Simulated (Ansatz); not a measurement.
# GaN, response to strain

Take GaN in the wurtzite structure (space group P6_3mc, No. 186; a = 3.183 Å, c = 5.184 Å) as the base. Axes: x lies along a and z along c of the hexagonal cell.

Strains are applied to the cell and any free atomic positions relax; under biaxial strain the out-of-plane vector relaxes too.

Method: Ansatz (a quantum-chemistry and plane-wave program), r2SCAN, PAW, cutoff 500 eV, no spin-orbit coupling, earlier PAW set.

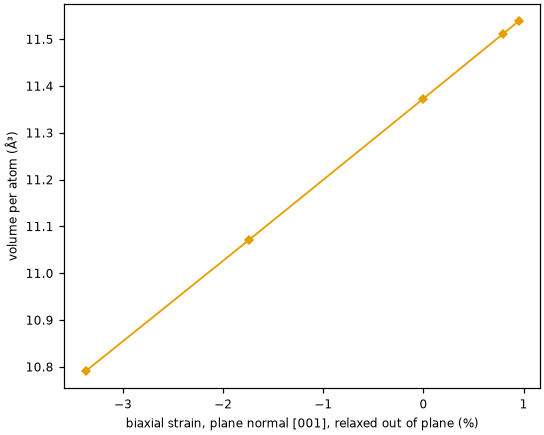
Volume per atom against biaxial strain, plane normal [001], relaxed out of plane

```tsv
biaxial strain, plane normal [001], relaxed out of plane (%)	volume per atom
-3.37	10.79 Å³
-1.74	11.07 Å³
0.79	11.51 Å³
0.95	11.54 Å³
```

No phonon test of stability was made.
